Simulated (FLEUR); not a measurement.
# Magnetic state of NiAgO2 from several starts, part 2 of 2

Does NiAgO2 prefer parallel or opposed moments?

FLEUR MaX-R8.1; PBEsol with U = 6 eV on Ni d; all-electron FLAPW, Dirac cores, scalar-relativistic bands.

So far. Step 2 (Run 1 (ferro ++)): After 30 cycles the largest moment stands at 1.43 μB.

## (3) Order 2, typed as antiferro +-

Reversing part of the moments tests the sign of the couplings between them.

inp.xml reads:

```
<?xml version="1.0" encoding="UTF-8" standalone="no"?>
<fleurInput fleurInputVersion="0.39">
   <comment>
      NiAgO2
   </comment>
   <calculationSetup>
      <cutoffs Kmax="4.4" Gmax="13.2" GmaxXC="13.2" numbands="0"/>
      <scfLoop itmax="130" minDistance="0.0001" maxIterBroyd="15" imix="Anderson" alpha="0.05" precondParam="0.0" spinf="2.0" sdNocoIR="T"/>
      <coreElectrons ctail="T" frcor="F" kcrel="0" coretail_lmax="0"/>
      <xcFunctional name="PBEs" relativisticCorrections="F"/>
      <magnetism jspins="2"/>
      <soc l_soc="F" theta="0.0" phi="0.0" spav="F"/>
      <expertModes spex="0" secvar="F"/>
      <geometryOptimization l_f="F" forcealpha="1.0" forcemix="BFGS" epsdisp="0.00001" epsforce="0.00001"/>
      <ldaU l_linMix="F" mixParam="0.05" spinf="1.0"/>
   </calculationSetup>
   <cell>
      <bzIntegration valenceElectrons="94.0" mode="hist" fermiSmearingEnergy="0.00293995">
         <kPointListSelection listName="default-1"/>
         <xi:include xmlns:xi="http://www.w3.org/2001/XInclude" href="kpts.xml"> </xi:include>
      </bzIntegration>
      <xi:include xmlns:xi="http://www.w3.org/2001/XInclude" href="sym.xml"> </xi:include>
      <bulkLattice scale="1.0">
         <bravaisMatrix>
            <row-1>    5.6675966244299536    -0.0000000000377945     0.0000000000000000</row-1>
            <row-2>   -2.8337983121771821     4.9082826551853973     0.0000000000000000</row-2>
            <row-3>    0.0000000000000000     0.0000000000000000    23.2722172196668247</row-3>
         </bravaisMatrix>
      </bulkLattice>
   </cell>
   <atomSpecies>
      <species name="Nickel (Ni2.001" element="Ni" atomicNumber="28">
         <mtSphere radius="2.36" gridPoints="781" logIncrement="0.016"/>
         <atomicCutoffs lmax="8" lnonsphr="6"/>
         <electronConfig flipSpins="F">
            <coreConfig>(1s1/2) (2s1/2) (2p1/2) (2p3/2)</coreConfig>
            <valenceConfig>(3s1/2) (3p1/2) (3p3/2) (4s1/2) (3d3/2) (3d5/2)</valenceConfig>
            <stateOccupation state="(3d3/2)" spinUp="2.0" spinDown="1.2"/>
            <stateOccupation state="(3d5/2)" spinUp="3.0" spinDown="1.8"/>
         </electronConfig>
         <energyParameters s="4" p="4" d="3" f="4"/>
         <ldaU l="2" U="6.0" J="0.0" l_amf="F"/>
         <lo type="SCLO" l="0" n="3" eDeriv="0"/>
         <lo type="SCLO" l="1" n="3" eDeriv="0"/>
      </species>
      <species name="Nickel (Ni-2.001" element="Ni" atomicNumber="28">
         <mtSphere radius="2.36" gridPoints="781" logIncrement="0.016"/>
         <atomicCutoffs lmax="8" lnonsphr="6"/>
         <electronConfig flipSpins="F">
            <coreConfig>(1s1/2) (2s1/2) (2p1/2) (2p3/2)</coreConfig>
            <valenceConfig>(3s1/2) (3p1/2) (3p3/2) (4s1/2) (3d3/2) (3d5/2)</valenceConfig>
            <stateOccupation state="(3d3/2)" spinUp="1.2" spinDown="2.0"/>
            <stateOccupation state="(3d5/2)" spinUp="1.8" spinDown="3.0"/>
         </electronConfig>
         <energyParameters s="4" p="4" d="3" f="4"/>
         <ldaU l="2" U="6.0" J="0.0" l_amf="F"/>
         <lo type="SCLO" l="0" n="3" eDeriv="0"/>
         <lo type="SCLO" l="1" n="3" eDeriv="0"/>
      </species>
      <species name="Silver (Ag)" element="Ag" atomicNumber="47">
         <mtSphere radius="2.48" gridPoints="819" logIncrement="0.016"/>
         <atomicCutoffs lmax="10" lnonsphr="8"/>
         <electronConfig flipSpins="F">
            <coreConfig>(1s1/2) (2s1/2) (2p1/2) (2p3/2) (3s1/2) (3p1/2) (3p3/2) (4s1/2) (3d3/2) (3d5/2)</coreConfig>
            <valenceConfig>(4p1/2) (4p3/2) (5s1/2) (4d3/2) (4d5/2)</valenceConfig>
            <stateOccupation state="(5s1/2)" spinUp="0.500000" spinDown="0.500000"/>
         </electronConfig>
         <energyParameters s="5" p="5" d="4" f="4"/>
         <lo type="SCLO" l="1" n="4" eDeriv="0"/>
      </species>
      <species name="Oxygen (O)" element="O" atomicNumber="8">
         <mtSphere radius="1.33" gridPoints="441" logIncrement="0.024"/>
         <atomicCutoffs lmax="6" lnonsphr="4"/>
         <electronConfig flipSpins="F">
            <coreConfig>(1s1/2)</coreConfig>
            <valenceConfig>(2s1/2) (2p1/2) (2p3/2)</valenceConfig>
            <stateOccupation state="(2p1/2)" spinUp="0.666667" spinDown="0.666667"/>
            <stateOccupation state="(2p3/2)" spinUp="1.333333" spinDown="1.333333"/>
         </electronConfig>
         <energyParameters s="2" p="2" d="3" f="4"/>
      </species>
   </atomSpecies>
   <atomGroups>
      <atomGroup species="Nickel (Ni2.001">
         <relPos label="                   1">.0000000000 .0000000000 1.000/2.000</relPos>
         <force calculate="T" relaxXYZ="TTT"/>
      </atomGroup>
      <atomGroup species="Nickel (Ni-2.001">
         <relPos label="                   2">.0000000000 .0000000000 .0000000000</relPos>
         <force calculate="T" relaxXYZ="TTT"/>
      </atomGroup>
      <atomGroup species="Silver (Ag)">
         <relPos label="                   3">-1.000/3.000 1.000/3.000 -1.000/4.000</relPos>
         <relPos label="                   4">1.000/3.000 -1.000/3.000 1.000/4.000</relPos>
         <force calculate="T" relaxXYZ="TTT"/>
      </atomGroup>
      <atomGroup species="Oxygen (O)">
         <relPos label="                   5">1.000/3.000 -1.000/3.000 .4180620000</relPos>
         <relPos label="                   7">-1.000/3.000 1.000/3.000 -.4180620000</relPos>
         <force calculate="T" relaxXYZ="TTT"/>
      </atomGroup>
      <atomGroup species="Oxygen (O)">
         <relPos label="                   6">-1.000/3.000 1.000/3.000 -.0819380000</relPos>
         <relPos label="                   8">1.000/3.000 -1.000/3.000 .0819380000</relPos>
         <force calculate="T" relaxXYZ="TTT"/>
      </atomGroup>
   </atomGroups>
   <output dos="F" band="F" slice="F">
      <bandDOS minEnergy="-.5*Htr" maxEnergy="0.5*Htr" sigma="0.015" storeEVData="T"/>
      <plotting iplot="0" polar="F">
         <plot TwoD="T" vec1="  1.0  0.0  0.0" vec2="  0.0  1.0  0.0" vec3="  0.0  0.0  1.0" zero="  0.0  0.0  0.0" file="plot"/>
      </plotting>
      <moessbauerParams electricFieldGradient="F" isomerShift="F" coreHyperfine="F" valenceHyperfine="F"/>
   </output>
</fleurInput>
```

crystal.txt reads:

```
NiAgO2
&input film=F cartesian=F /
2.99916297428  -0.00000000002  0.00000000000
-1.49958148712  2.59735132583  0.00000000000
0.00000000000  0.00000000000  12.31512700000
1.8897261246
1.0 1.0 1.0

8
28 0.00000000000  0.00000000000  0.50000000000 : 2.001
28 0.00000000000  0.00000000000  0.00000000000 : -2.001
47 0.66666666667  0.33333333333  0.75000000000
47 0.33333333333  0.66666666667  0.25000000000
8 0.33333333333  0.66666666667  0.41806200000
8 0.66666666667  0.33333333333  0.91806200000
8 0.66666666667  0.33333333333  0.58193800000
8 0.33333333333  0.66666666667  0.08193800000

&kpt div1=8 div2=8 div3=2 gamma=T /
```

Launch:

```console
> OMP_NUM_THREADS=1 inpgen -f crystal.txt > inpgen.log  # inp.xml is then edited as shown
> OMP_NUM_THREADS=1 mpirun -n 4 fleur_MPI > fleur.log
```

The log of the run:

```text
[banner, memory and clock lines left out]
Welcome to FLEUR        (www.flapw.de)
      MaX-Release 8.1          (www.max-centre.eu)

 ========== k-point set info ==========
 Selected k-point list: default-1
 k-point list type: mesh
 8 x 8 x 2
 Number of k points: 20

 ------------Calculation Setup---------------------------
 Number of PE/node        :            4
 Number of OMP-threads    :            1
 k-points in parallel     :            4
 pe's per k-point         :            1
 No of k-point loops      :            5
 Eigenvalue solver        :       lapack
 Number of basis functions:          996
 Approximate size of matrices (H+S) per k-point:         0.015 GB
 no density matrix found ... skipping LDA+U
 Reset of history
 Iteration:     1   Distance:      52.21862697 me/bohr^3
 Iteration:     2   Distance:      25.21203919 me/bohr^3
 Iteration:     3   Distance:      22.43656598 me/bohr^3
 Iteration:     4   Distance:      21.81081289 me/bohr^3
 Iteration:     5   Distance:      14.39699132 me/bohr^3
 Iteration:     6   Distance:      11.48136948 me/bohr^3
 Iteration:     7   Distance:       5.45090381 me/bohr^3
 Iteration:     8   Distance:       4.59088481 me/bohr^3
 Iteration:     9   Distance:       4.57185730 me/bohr^3
 Iteration:    10   Distance:       3.70193059 me/bohr^3
[... 19 iterations left out ...]
 Iteration:    30   Distance:       0.00179410 me/bohr^3
 Iteration:    31   Distance:       0.00122039 me/bohr^3
 Iteration:    32   Distance:       0.00104070 me/bohr^3
 Iteration:    33   Distance:       0.00100939 me/bohr^3
 Iteration:    34   Distance:       0.00053056 me/bohr^3
 Iteration:    35   Distance:       0.00036986 me/bohr^3
 Iteration:    36   Distance:       0.00021322 me/bohr^3
 Iteration:    37   Distance:       0.00021676 me/bohr^3
 Iteration:    38   Distance:       0.00010063 me/bohr^3
 Iteration:    39   Distance:       0.00007283 me/bohr^3

 ********************************************************************
 Run finished successfully
 Stop message:
   all done
 ********************************************************************

--- out.xml (last complete iteration) ---
<iteration numberForCurrentRun="   39" overallNumber="   39">
         [... left out ...]
         <bandgap value="0.0125078294" units="eV"/>
         <sumValenceSingleParticleEnergies value="-58.5301225847" units="Htr"/>
         <FermiEnergy value="0.2268699003" units="Htr"/>
         <valenceDensity>
            <mtCharges spin="1">
               <mtCharge atomType="1" total="9.3210095" s="1.1991257" p="3.2593549" d="4.7855926" f="0.0549724"/>
               <mtCharge atomType="2" total="7.8893173" s="1.1887383" p="3.2472851" d="3.3746911" f="0.0551668"/>
               <mtCharge atomType="3" total="7.8429734" s="0.1854252" p="3.1189759" d="4.5036725" f="0.0245354"/>
               <mtCharge atomType="4" total="2.0180211" s="0.6669300" p="1.3476730" d="0.0029687" f="0.0003816"/>
               <mtCharge atomType="5" total="2.1319692" s="0.6582192" p="1.4709194" d="0.0024666" f="0.0003078"/>
            </mtCharges>
            <mtCharges spin="2">
               <mtCharge atomType="1" total="7.8893161" s="1.1887383" p="3.2472850" d="3.3746900" f="0.0551668"/>
               <mtCharge atomType="2" total="9.3210113" s="1.1991258" p="3.2593551" d="4.7855941" f="0.0549724"/>
               <mtCharge atomType="3" total="7.8429736" s="0.1854252" p="3.1189759" d="4.5036727" f="0.0245354"/>
               <mtCharge atomType="4" total="2.1319697" s="0.6582192" p="1.4709199" d="0.0024666" f="0.0003078"/>
               <mtCharge atomType="5" total="2.0180215" s="0.6669300" p="1.3476734" d="0.0029687" f="0.0003816"/>
            </mtCharges>
            <spinDependentCharge spin="1" total="46.9999982" interstitial="5.8037441" mtSpheres="41.1962541"/>
            <spinDependentCharge spin="2" total="47.0000018" interstitial="5.8037449" mtSpheres="41.1962568"/>
            <totalCharge value="94.0000000000"/>
         </valenceDensity>
         [... left out ...]
         <magneticMomentsInMTSpheres units="muBohr">
            <globalMagMoment atomType="1" vec="0.00000   0.00000   1.43169"/>
            <localMagMoment atomType="1" vec="0.00000   0.00000   1.43169"/>
            <globalMagMoment atomType="2" vec="0.00000   0.00000  -1.43169"/>
            <localMagMoment atomType="2" vec="0.00000   0.00000  -1.43169"/>
            <globalMagMoment atomType="3" vec="0.00000   0.00000   0.00000"/>
            <localMagMoment atomType="3" vec="0.00000   0.00000   0.00000"/>
            <globalMagMoment atomType="4" vec="0.00000   0.00000  -0.11395"/>
            <localMagMoment atomType="4" vec="0.00000   0.00000  -0.11395"/>
            <globalMagMoment atomType="5" vec="0.00000   0.00000   0.11395"/>
            <localMagMoment atomType="5" vec="0.00000   0.00000   0.11395"/>
         </magneticMomentsInMTSpheres>
         [... left out ...]
         <totalEnergy value="   -13968.3762290001" units="Htr">
            <sumOfEigenvalues value="    -8260.5636386385">
               <coreElectrons value="-8202.0335160537"/>
               <valenceElectrons value="-58.5301225847"/>
            </sumOfEigenvalues>
            <densityCoulombPotentialIntegral value="-22174.1395777454"/>
            <densityEffectivePotentialIntegral value="-22766.3961901253"/>
            <chargeDenXCDenIntegral value="-451.3140962185"/>
            <FockExchangeEnergyValence value="0.0000000000"/>
            <FockExchangeEnergyCore value="0.0000000000"/>
         [... left out ...]
            <dftUCorrection value="-1.6578206166"/>
            <tkbTimesEntropy value="0.0039823740"/>
            <freeEnergy value="-13968.3802113741"/>
            <extrapolationTo0K value="-13968.3782201871"/>
         </totalEnergy>
         [... left out ...]
         <ldaUDensityMatrixConvergence>
            <distance spin="1" distance="0.000007"/>
            <distance spin="2" distance="0.000004"/>
         </ldaUDensityMatrixConvergence>
         <densityConvergence units="me/bohr^3">
            <chargeDensity spin="1" distance="0.0000604043"/>
            <chargeDensity spin="2" distance="0.0000361029"/>
            <overallChargeDensity distance="0.0000728269"/>
            <spinDensity distance="0.0000678266"/>
         </densityConvergence>
      </iteration>
```

Wall time 3.9 min (4 MPI ranks of Arm Neoverse V1, shared host); peak memory 0.55 GiB; 15 min of CPU time.

Spin moment in the muffin-tin sphere by atom:

```
atom  spin moment in the muffin-tin sphere (μB)
 Ni1                                       1.43
 Ni2                                      -1.43
 Ag3                                       0.00
 Ag4                                       0.00
  O5                                      -0.11
  O6                                       0.11
  O7                                      -0.11
  O8                                       0.11
```

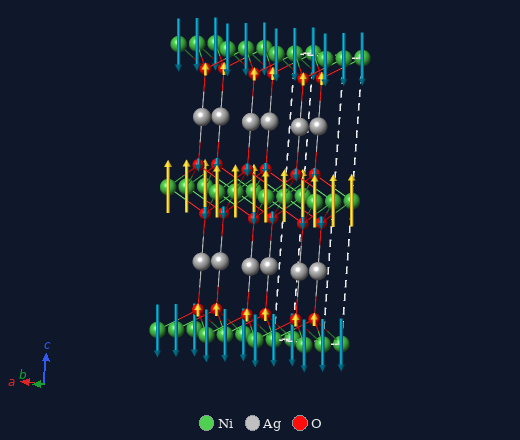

Spin moment in the muffin-tin sphere as arrows, the longest 1.43 μB. Up and down stand for the sign. Arrows give size and sign along the axis of quantisation, drawn up and down the page. Each arrow also spans its atom, so small moments look longer than they are. The two directions have two colours. Bonds to atoms that aren't drawn are left out. 3×2×1 cells are drawn. Some periodic images of atoms are drawn too.

Read from the output:

```
free energy                                                       : -380098.9892 eV
program's band gap on this mesh (in a metal only a level spacing) : 0.01251 eV
magnetization                                                     : 0 μB
final state                                                       : antiferromagnetic
```

It lies 17.8 meV a seeded atom over the first start, and its largest moment is 1.43 μB against 1.43 μB.

## (4) Ranking

Free energies are divided by the number of seeded atoms.

Orders:

```
       start                                  final state  typed order kept  energy over the lowest (meV a seeded atom)  largest sphere moment (μB)  net moment (μB a primitive cell)  mesh matched  CPU time (s)
    ferro ++  ferromagnetic, with opposed induced moments               yes                                           0                       1.428                             2.006           yes         675.1
antiferro +-                            antiferromagnetic               yes                                       17.81                       1.432                                 0           yes         926.8
```

## (5) What came out

```json
{"lowest state found": "ferromagnetic (typed ferro ++)", "largest site spin moment": "1.43 μB", "next finished state": "antiferromagnetic, 17.8 meV a seeded atom higher"}
```

The lowest state found is ferromagnetic, reached from the start ferro ++, with moments up to 1.43 μB. The next finished state costs 18 meV a seeded atom. Only 2 starts were tried; other patterns of signs, canted and longer-period orders were not.

[Logs and program files are shortened in this print: banners, set-up blocks, solver, clock and traceback lines can be left out without a mark of their own.]

[Logs are printed without paths, hosts, clocks, repeated set-up lines and the standing remarks that a program may print on its own settings, such as how far it seeks lower states.]

[Hosts, paths, dates, database ids (printed as entryN), source tags and the programs' standing remarks are cut or masked in the printed files.]

[Where a cell is said to come from a database of computed structures, the database is the Materials Project.]
